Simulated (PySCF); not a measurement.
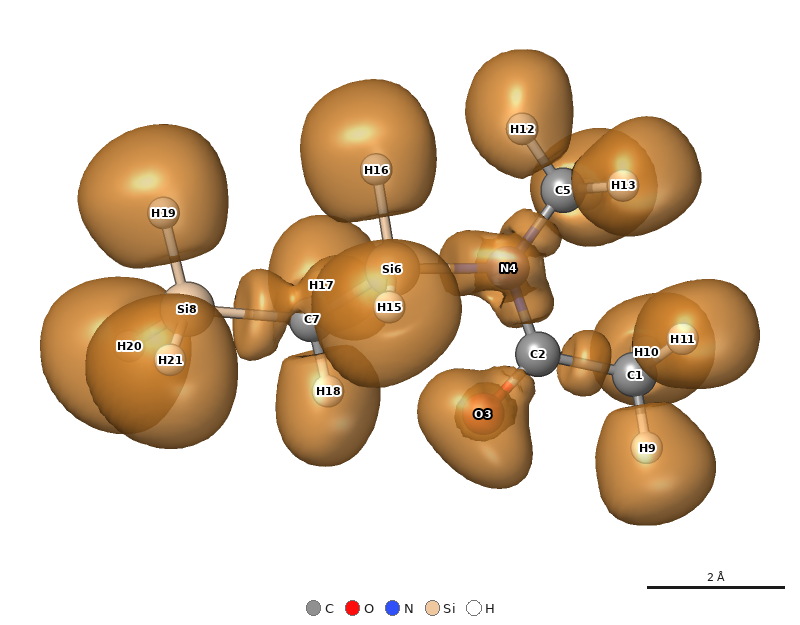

*C$_{4}$H$_{13}$NOSi$_{2}$. Isosurface of the ELF at 0.75 (orange), seen across its widest extent. Core shells and regions of very low density are left out.*

Geometry: GFN2-xTB.

These are results of PySCF 2.14.0, PBE0/pcSseg-1, SCF density, gas phase, non-relativistic, not measurements.

```yaml
atoms:
  - { symbol: C, position_ang: [-2.9171, 0.9805, -0.2905] }
  - { symbol: C, position_ang: [-1.4597, 0.8660, 0.0574] }
  - { symbol: O, position_ang: [-0.6583, 1.7827, -0.0924] }
  - { symbol: N, position_ang: [-0.9776, -0.2764, 0.5566] }
  - { symbol: C, position_ang: [-1.7821, -1.4372, 0.8139] }
  - { symbol: Si, position_ang: [0.7566, -0.0508, 0.8744] }
  - { symbol: C, position_ang: [1.7729, 0.0633, -0.7151] }
  - { symbol: Si, position_ang: [3.6378, 0.1154, -0.3918] }
  - { symbol: H, position_ang: [-3.1200, 1.9810, -0.6620] }
  - { symbol: H, position_ang: [-3.1777, 0.2496, -1.0542] }
  - { symbol: H, position_ang: [-3.5272, 0.7888, 0.5904] }
  - { symbol: H, position_ang: [-1.1452, -2.2097, 1.2363] }
  - { symbol: H, position_ang: [-2.5796, -1.2150, 1.5277] }
  - { symbol: H, position_ang: [-2.2350, -1.8185, -0.1052] }
  - { symbol: H, position_ang: [0.9287, 1.0178, 1.8487] }
  - { symbol: H, position_ang: [1.0472, -1.3414, 1.5285] }
  - { symbol: H, position_ang: [1.5466, -0.7909, -1.3546] }
  - { symbol: H, position_ang: [1.4839, 0.9522, -1.2717] }
  - { symbol: H, position_ang: [4.0497, -1.0815, 0.3467] }
  - { symbol: H, position_ang: [4.3518, 0.1403, -1.6741] }
  - { symbol: H, position_ang: [3.9954, 1.3009, 0.3853] }
```

What do the ELF domains correspond to?

The ELF exceeds this value in one region between bonded C–C atoms (shared pairs), 13 regions around hydrogen nuclei, one region on C in which the atom's valence shell and bonds are merged, one region on N in which the atom's valence shell and bonds are merged and one region on O in which the atom's valence shell and bonds are merged. Profiles from the grid: C–O (1.23 Å): the ELF peaks at about 0.85 between the atoms (a multiple bond). C–N (1.34 Å): the ELF peaks at about 0.90 between the atoms, as expected for localised, covalent bonding.
